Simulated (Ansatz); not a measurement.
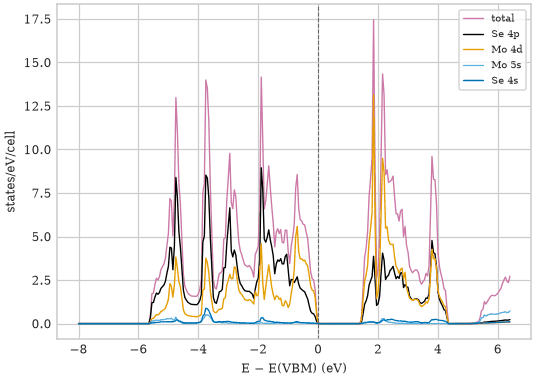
*Total and projected density of states of MoSe2 in space group P6_3/mmc (No. 194; Mo on 2c, Se on 4f), DFT-PBE in the program Ansatz with PAW potentials*

Problem. Which orbitals carry the states next to the gap?

Solution. Top 1 eV of the valence band: Mo 4d 60 %, Se 4p 37 %. Bottom 1 eV of the conduction band: Mo 4d 65 %, Se 4p 30 %. Projections are on Löwdin-orthogonalised atomic valence shells; empty p or d shells of many metals are not among them.

Problem. Where is the tallest occupied peak in this window, and what makes it?

Solution. Near -1.9 eV, about 14 states/eV per cell; the largest projected share is Se 4p.

Symmetry was held in the PBE relaxation. No spin polarisation was allowed. The volume lies over 15 % above that of the usual cell of this phase: another minimum, or an error of the functional. A crystal of weakly bound layers computed without a dispersion correction: the cell and the soft elastic constants depend strongly on that. Scalar-relativistic: spin–orbit coupling is off unless named, which matters more the heavier the elements.

Potentials: the earlier of the program's two PAW sets.
